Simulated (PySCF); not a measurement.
# Pentafluoropyridine (C5F5N): NMR shifts in gas and solvents, part 2 of 2

PySCF 2.14.0. Atoms count from 0.

**5. Nuclear shieldings: wB97X-D/pcSseg-2**

What the job is given:

```
{"job": {"kind": "nmr", "xc": "wB97X-D", "basis": "pcSseg-2", "pop": false}, "charge": 0, "multiplicity": 1}
F     -0.360619    -2.733542     0.307093
C     -0.281359    -1.425177     0.159373
N     -1.398341    -0.754543     0.083839
C     -1.351490     0.541061    -0.062654
F     -2.496663     1.191917    -0.137194
C     -0.170029     1.259014    -0.142911
F     -0.151711     2.571858    -0.290386
C      1.014479     0.541940    -0.062771
F      2.171036     1.163147    -0.133437
C      0.969668    -0.835814     0.091786
F      2.085076    -1.540003     0.168592
```

Method: GIAO wB97X-D/pcSseg-2 NMR shielding, non-relativistic, gas phase.

The program printed:

```text
coarse grid: 11928 points
cycle   1  E = -744.3068161325  dE =  2.816e+00  |g| = 1.137e+00  |ddm| = 3.241e+00
cycle   2  E = -744.2028443744  dE =  1.040e-01  |g| = 1.475e+00  |ddm| = 1.270e+00
cycle   3  E = -744.5297590772  dE = -3.269e-01  |g| = 1.039e-01  |ddm| = 6.686e-01
cycle   4  E = -744.5312047866  dE = -1.446e-03  |g| = 3.677e-02  |ddm| = 6.980e-02
cycle   5  E = -744.5314280535  dE = -2.233e-04  |g| = 1.768e-02  |ddm| = 3.359e-02
cycle   6  E = -744.5314854443  dE = -5.739e-05  |g| = 2.763e-03  |ddm| = 1.133e-02
cycle   7  E = -744.5314879134  dE = -2.469e-06  |g| = 1.685e-03  |ddm| = 3.885e-03
final grid: 125056 points
cycle   8  E = -744.5325923387  dE = -3.183e-04  |g| = 1.606e-02  |ddm| = 6.912e-02
cycle   9  E = -744.5325758581  dE =  1.648e-05  |g| = 1.940e-02  |ddm| = 1.639e-02
cycle  10  E = -744.5326275630  dE = -5.170e-05  |g| = 1.049e-03  |ddm| = 8.105e-03
cycle  11  E = -744.5326277847  dE = -2.217e-07  |g| = 4.458e-04  |ddm| = 1.014e-03
cycle  12  E = -744.5326278290  dE = -4.427e-08  |g| = 1.317e-04  |ddm| = 4.760e-04
cycle  13  E = -744.5326278332  dE = -4.216e-09  |g| = 4.017e-05  |ddm| = 1.363e-04
cycle  14  E = -744.5326278338  dE = -5.325e-10  |g| = 1.982e-05  |ddm| = 5.841e-05
converged SCF energy = -744.5326278338

GIAO shielding tensors (ppm)
atom      isotropic    diamagn.    paramagn.     s11        s22        s33       span
  0 F      266.617     465.506    -198.889    160.015    291.883    347.953    187.939
  1 C       29.167     255.368    -226.201    -32.883     37.656     82.728    115.610
  2 N       -6.508     324.328    -330.835   -178.990    -53.061    212.529    391.519
  3 C       29.157     255.377    -226.219    -32.908     37.688     82.691    115.598
  4 F      266.501     465.525    -199.024    159.722    292.042    347.739    188.017
  5 C       40.944     254.999    -214.055      5.086     20.462     97.284     92.198
  6 F      351.362     463.761    -112.399    289.885    313.185    451.015    161.131
  7 C       22.228     253.364    -231.136    -28.627     -0.387     95.699    124.326
  8 F      317.515     463.771    -146.256    233.850    246.277    472.417    238.567
  9 C       40.953     254.991    -214.038      5.180     20.395     97.284     92.103
 10 F      351.370     463.747    -112.377    289.951    313.169    450.991    161.039
```

Run time: 3.4 min. Hardware: 2 threads of Intel Xeon at 2.50GHz, shared host; peak memory 2.7 GiB.

This run: δ C7 164.1, C1 157.1, C5 145.3, F0 -81.6 ppm (means over like atoms).

**6. Nuclear shieldings: B97-2/pcSseg-2**

The job, as its differences from that of step 5:

```diff
@@ -1,2 +1,2 @@
-{"job": {"kind": "nmr", "xc": "wB97X-D", "basis": "pcSseg-2", "pop": false}, "charge": 0, "multiplicity": 1}
+{"job": {"kind": "nmr", "xc": "B97-2", "basis": "pcSseg-2", "pop": false}, "charge": 0, "multiplicity": 1}
 F     -0.360619    -2.733542     0.307093
```

Method: GIAO B97-2/pcSseg-2 NMR shielding, non-relativistic, gas phase.

The program printed:

```text
coarse grid: 11928 points
cycle   1  E = -744.3704604354  dE =  2.470e+00  |g| = 1.037e+00  |ddm| = 3.293e+00
cycle   2  E = -744.0384903676  dE =  3.320e-01  |g| = 1.782e+00  |ddm| = 1.281e+00
cycle   3  E = -744.5330867687  dE = -4.946e-01  |g| = 1.222e-01  |ddm| = 8.657e-01
cycle   4  E = -744.5352369442  dE = -2.150e-03  |g| = 5.625e-02  |ddm| = 9.882e-02
cycle   5  E = -744.5358579454  dE = -6.210e-04  |g| = 1.638e-02  |ddm| = 4.305e-02
cycle   6  E = -744.5359115173  dE = -5.357e-05  |g| = 3.377e-03  |ddm| = 1.132e-02
cycle   7  E = -744.5359134967  dE = -1.979e-06  |g| = 1.350e-03  |ddm| = 3.181e-03
final grid: 125056 points
cycle   8  E = -744.5215112852  dE = -1.297e-04  |g| = 1.341e-02  |ddm| = 7.769e-02
cycle   9  E = -744.5214705337  dE =  4.075e-05  |g| = 2.097e-02  |ddm| = 1.462e-02
cycle  10  E = -744.5215346947  dE = -6.416e-05  |g| = 1.370e-03  |ddm| = 9.452e-03
cycle  11  E = -744.5215350854  dE = -3.907e-07  |g| = 2.662e-04  |ddm| = 1.373e-03
cycle  12  E = -744.5215350916  dE = -6.177e-09  |g| = 1.986e-04  |ddm| = 3.013e-04
cycle  13  E = -744.5215351009  dE = -9.352e-09  |g| = 3.434e-05  |ddm| = 1.512e-04
cycle  14  E = -744.5215351012  dE = -2.201e-10  |g| = 8.302e-06  |ddm| = 2.691e-05
converged SCF energy = -744.5215351012

GIAO shielding tensors (ppm)
atom      isotropic    diamagn.    paramagn.     s11        s22        s33       span
  0 F      262.421     465.730    -203.309    154.798    286.360    346.106    191.309
  1 C       32.729     256.570    -223.842    -23.714     39.145     82.755    106.469
  2 N        1.159     326.528    -325.369   -164.574    -42.841    210.892    375.466
  3 C       32.722     256.577    -223.856    -23.735     39.179     82.721    106.456
  4 F      262.305     465.753    -203.448    154.514    286.510    345.891    191.378
  5 C       43.702     256.129    -212.427     11.036     22.865     97.206     86.170
  6 F      343.891     464.106    -120.215    284.062    302.623    444.987    160.925
  7 C       26.036     254.401    -228.365    -19.701      2.131     95.677    115.377
  8 F      312.709     464.158    -151.449    227.257    241.766    469.105    241.848
  9 C       43.709     256.120    -212.412     11.132     22.790     97.204     86.072
 10 F      343.909     464.089    -120.180    284.136    302.643    444.950    160.814
```

Wall time 2.5 min (2 threads of Intel Xeon at 2.50GHz, shared host); peak memory 2.5 GiB.

Key values: δ C7 159.3, C1 152.7, C5 141.7, F0 -86.4 ppm (means over like atoms).

**7. NMR shieldings: WP04/pcSseg-2 in chloroform**

The job, as its differences from that of step 6:

```diff
@@ -1,2 +1,2 @@
-{"job": {"kind": "nmr", "xc": "B97-2", "basis": "pcSseg-2", "pop": false}, "charge": 0, "multiplicity": 1}
+{"job": {"kind": "nmr", "xc": "WP04", "basis": "pcSseg-2", "pop": false, "solvent": "chloroform"}, "charge": 0, "multiplicity": 1}
 F     -0.360619    -2.733542     0.307093
```

Method: GIAO WP04/pcSseg-2 NMR shielding, non-relativistic, IEF-PCM chloroform.

The program printed:

```text
coarse grid: 11928 points
cycle   1  E = -758.2762849147  dE =  2.406e+00  |g| = 1.552e+00  |ddm| = 3.397e+00
cycle   2  E = -757.4032672625  dE =  8.730e-01  |g| = 2.822e+00  |ddm| = 1.813e+00
cycle   3  E = -758.5932810242  dE = -1.190e+00  |g| = 2.349e-01  |ddm| = 1.351e+00
cycle   4  E = -758.6035011402  dE = -1.022e-02  |g| = 9.506e-02  |ddm| = 2.426e-01
cycle   5  E = -758.6050968579  dE = -1.596e-03  |g| = 3.747e-02  |ddm| = 7.526e-02
cycle   6  E = -758.6053814918  dE = -2.846e-04  |g| = 5.299e-03  |ddm| = 2.537e-02
cycle   7  E = -758.6053848147  dE = -3.323e-06  |g| = 2.604e-03  |ddm| = 3.484e-03
final grid: 125056 points
cycle   8  E = -758.5988501207  dE = -1.876e-04  |g| = 7.530e-03  |ddm| = 7.788e-02
cycle   9  E = -758.5988325856  dE =  1.754e-05  |g| = 1.302e-02  |ddm| = 9.529e-03
cycle  10  E = -758.5988590209  dE = -2.644e-05  |g| = 7.359e-04  |ddm| = 6.006e-03
cycle  11  E = -758.5988590494  dE = -2.851e-08  |g| = 5.694e-04  |ddm| = 7.474e-04
cycle  12  E = -758.5988591020  dE = -5.261e-08  |g| = 1.405e-04  |ddm| = 3.806e-04
cycle  13  E = -758.5988591060  dE = -4.036e-09  |g| = 5.325e-05  |ddm| = 1.321e-04
cycle  14  E = -758.5988591066  dE = -5.421e-10  |g| = 1.253e-05  |ddm| = 3.687e-05
converged SCF energy = -758.5988591066

GIAO shielding tensors (ppm)
atom      isotropic    diamagn.    paramagn.     s11        s22        s33       span
  0 F      263.400     468.807    -205.407    157.553    295.843    336.804    179.251
  1 C       16.859     255.903    -239.044    -42.138     23.639     69.076    111.213
  2 N      -15.877     323.185    -339.062   -184.931    -62.033    199.333    384.265
  3 C       16.850     255.911    -239.061    -42.168     23.679     69.038    111.206
  4 F      263.286     468.829    -205.543    157.271    295.995    336.591    179.320
  5 C       26.334     256.129    -229.795     -8.733      3.049     84.687     93.420
  6 F      334.621     467.664    -133.044    284.580    294.092    425.190    140.611
  7 C        9.542     254.926    -245.384    -37.814    -16.499     82.939    120.753
  8 F      305.913     467.737    -161.825    219.504    251.116    447.119    227.615
  9 C       26.340     256.122    -229.782     -8.631      2.969     84.682     93.314
 10 F      334.627     467.653    -133.026    284.584    294.155    425.143    140.559
```

Wall time 2.7 min (2 threads of Intel Xeon at 2.50GHz, shared host); peak memory 2.6 GiB.

This run: δ C7 165.6, C1 158.2, C5 148.8, F0 -84.4 ppm (means over like atoms).

**8. NMR shieldings: wB97X-D/pcSseg-2 in chloroform**

The job, as its differences from that of step 7:

```diff
@@ -1,2 +1,2 @@
-{"job": {"kind": "nmr", "xc": "WP04", "basis": "pcSseg-2", "pop": false, "solvent": "chloroform"}, "charge": 0, "multiplicity": 1}
+{"job": {"kind": "nmr", "xc": "wB97X-D", "basis": "pcSseg-2", "pop": false, "solvent": "chloroform"}, "charge": 0, "multiplicity": 1}
 F     -0.360619    -2.733542     0.307093
```

Method: GIAO wB97X-D/pcSseg-2 NMR shielding, non-relativistic, IEF-PCM chloroform.

The program printed:

```text
coarse grid: 11928 points
cycle   1  E = -744.3208190287  dE =  2.802e+00  |g| = 1.111e+00  |ddm| = 3.239e+00
cycle   2  E = -744.2487600653  dE =  7.206e-02  |g| = 1.384e+00  |ddm| = 1.158e+00
cycle   3  E = -744.5336814725  dE = -2.849e-01  |g| = 1.016e-01  |ddm| = 5.993e-01
cycle   4  E = -744.5350603365  dE = -1.379e-03  |g| = 3.406e-02  |ddm| = 6.926e-02
cycle   5  E = -744.5352552853  dE = -1.949e-04  |g| = 1.693e-02  |ddm| = 3.244e-02
cycle   6  E = -744.5353076847  dE = -5.240e-05  |g| = 2.251e-03  |ddm| = 1.057e-02
cycle   7  E = -744.5353096797  dE = -1.995e-06  |g| = 1.444e-03  |ddm| = 4.006e-03
final grid: 125056 points
cycle   8  E = -744.5363625070  dE = -3.168e-04  |g| = 1.613e-02  |ddm| = 6.883e-02
cycle   9  E = -744.5363478362  dE =  1.467e-05  |g| = 1.927e-02  |ddm| = 1.656e-02
cycle  10  E = -744.5363985288  dE = -5.069e-05  |g| = 8.856e-04  |ddm| = 7.846e-03
cycle  11  E = -744.5363987065  dE = -1.777e-07  |g| = 3.975e-04  |ddm| = 9.421e-04
cycle  12  E = -744.5363987419  dE = -3.546e-08  |g| = 1.173e-04  |ddm| = 4.364e-04
cycle  13  E = -744.5363987452  dE = -3.296e-09  |g| = 3.851e-05  |ddm| = 1.322e-04
cycle  14  E = -744.5363987457  dE = -4.991e-10  |g| = 1.345e-05  |ddm| = 6.204e-05
converged SCF energy = -744.5363987457

GIAO shielding tensors (ppm)
atom      isotropic    diamagn.    paramagn.     s11        s22        s33       span
  0 F      271.484     465.839    -194.355    168.481    297.116    348.855    180.374
  1 C       29.399     255.079    -225.680    -32.778     38.292     82.683    115.461
  2 N       -1.022     325.744    -326.766   -164.959    -49.909    211.804    376.763
  3 C       29.387     255.089    -225.702    -32.808     38.322     82.645    115.453
  4 F      271.366     465.859    -194.493    168.189    297.269    348.640    180.451
  5 C       40.143     255.057    -214.914      3.669     19.617     97.143     93.474
  6 F      352.685     464.109    -111.424    291.906    314.078    452.070    160.164
  7 C       21.477     253.327    -231.850    -30.136     -1.052     95.619    125.756
  8 F      317.820     464.067    -146.247    233.395    247.383    472.682    239.288
  9 C       40.153     255.047    -214.894      3.764     19.552     97.143     93.378
 10 F      352.693     464.096    -111.403    291.973    314.060    452.046    160.074
```

Run time: 3.7 min. Hardware: 2 threads of Intel Xeon at 2.50GHz, shared host; peak memory 2.7 GiB.

Key values: δ C7 165.6, C1 157.7, C5 147.0, F0 -84.3 ppm (means over like atoms).

**9. Comparing the runs: NMR shifts**

Shifts (ppm) of some atoms, chosen among heavy atoms and hydrogens apart, means over like atoms, with basis size and wall time:

| run | C7 | F0 | F8 | F6 | N2 | functions | time |
| --- | --- | --- | --- | --- | --- | --- | --- |
| PBE0/pcSseg-2 | 162.0 | -86.7 | -138.4 | -170.4 | 267.0 | 396 | 2.8 min |
| KT3/pcSseg-2 | 151.4 | -105.1 | -155.4 | -181.9 | 246.3 | 396 | 3.1 min |
| wB97X-D/pcSseg-2 | 164.1 | -81.6 | -132.6 | -166.4 | 268.7 | 396 | 3.4 min |
| B97-2/pcSseg-2 | 159.3 | -86.4 | -136.7 | -167.9 | 260.6 | 396 | 2.5 min |
| WP04/pcSseg-2 in chloroform | 165.6 | -84.4 | -127.0 | -155.7 | 265.9 | 396 | 2.7 min |
| wB97X-D/pcSseg-2 in chloroform | 165.6 | -84.3 | -130.6 | -165.5 | 265.6 | 396 | 3.7 min |

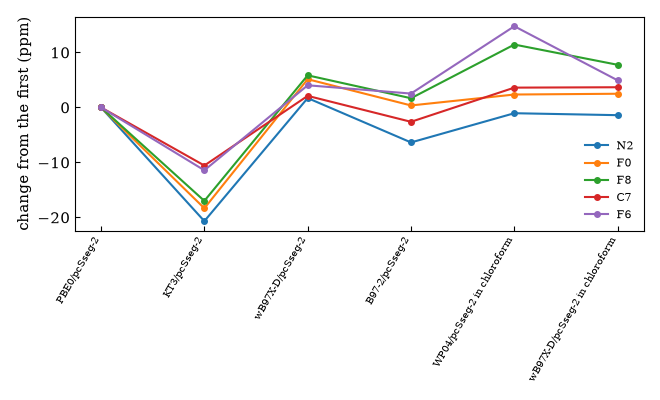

How the tabulated atoms move from run to run.

**10. What came out**

The summary covers parts 1 to 2.

| quantity | value |
| --- | --- |
| point group | C2v |
| rotational constants (main isotopes) | 1.49, 1.08, 0.63 GHz |
| ¹³C shifts against TMS (PBE0/pcSseg-2, means over atoms taken as alike) | 162.0, 155.0, 143.9 ppm |
| ¹⁹F shifts against CFCl3 (PBE0/pcSseg-2, means over atoms taken as alike) | -86.7, -138.4, -170.4 ppm |
| ¹⁵N shifts against NH3 (PBE0/pcSseg-2) | 267.0 ppm |
| range of the shift of N2 (wB97X-D/pcSseg-2 runs) | 265.6 to 268.7 ppm |

**Reading.** Over 8 steps the energy fell by 0.138 eV; of the close pairs, C3–F4 changed most, 1.356 to 1.319 Å. At PBE0/pcSseg-2: Shielding is most anisotropic at N2 (span 384 ppm, paramagnetic term -329 ppm). NICS(1)zz of -23 ppm above the planar ring from C1 marks a diatropic (aromatic) ring current. At one level, wB97X-D/pcSseg-2: Across the 2 runs the shift of N2 moves most, between 265.6 (wB97X-D/pcSseg-2 in chloroform) and 268.7 ppm (wB97X-D/pcSseg-2).
